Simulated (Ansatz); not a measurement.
Consider GaN in the zinc blende structure (space group F-43m, No. 216; a = 4.498 Å). Axes: x, y, z lie along the cube axes.

The change: a free-standing slab of 6 layers (12 atoms, 2 a layer) is cut normal to [110], with 15 Å of vacuum and the in-plane cell held at bulk.

The values are results of plane-wave PAW DFT at the PBEsol level (Ansatz, a quantum-chemistry and plane-wave program, 420 eV), spin-orbit coupling left out, not measurements.

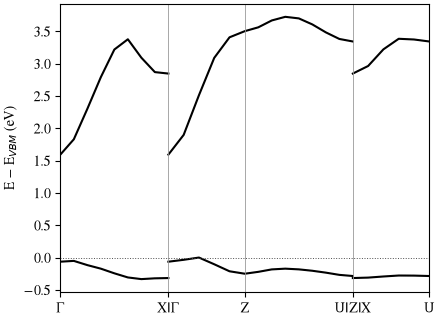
Highest valence and lowest conduction band along the path of the changed cell's own zone

Task: Read the changed gap and its character from the plot.

Result: About 1.6 eV, indirect, Γ–Z (40 % along) → Γ.

Stability against distortions was not tested. This is not the structure that GaN has at room temperature and ambient pressure. Labels are those of the standard path for the cell's own space group.
